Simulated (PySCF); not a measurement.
Molecule: CH4F4Si2, SMILES F[SiH](F)C[SiH](F)F. Atoms near the plane z = 1.5 Å, at the PBE0/def2-SVP optimised geometry (x, y, z in Å): Si1 (-0.8, -0.2, 0.0), F2 (-1.3, -1.0, 1.3), C4 (1.1, -0.2, 0.0), H8 (-1.4, 1.1, 0.0), H9 (1.4, 0.6, 0.7), H10 (1.4, -1.1, 0.4).

Computed with PBE0/def2-TZVP run with PySCF. Cells within 0.4 Å of a nucleus heavier than hydrogen are left out (blank, or x). The values are rescaled to run from 0 to 1.

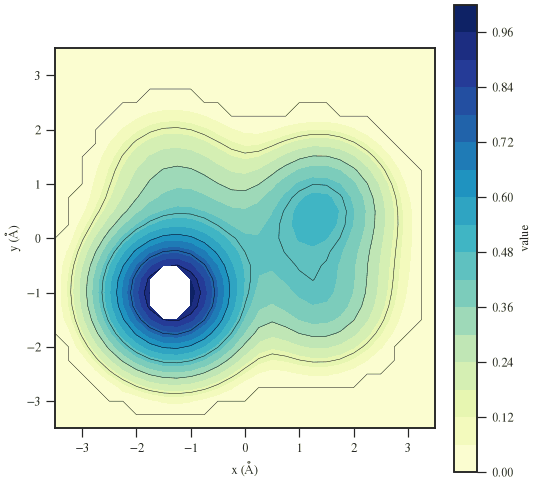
Figure. a field on the plane z = 1.5 Å.

Q: Which quantity is mapped?
(A) deformation density (molecule minus spherical neutral atoms)
(B) Laplacian of the electron density
(C) an orbital amplitude
(D) log10 of the electron density

A: D, log10 of the electron density. In full: log10 of the electron density (e/bohr³), floored at −4.
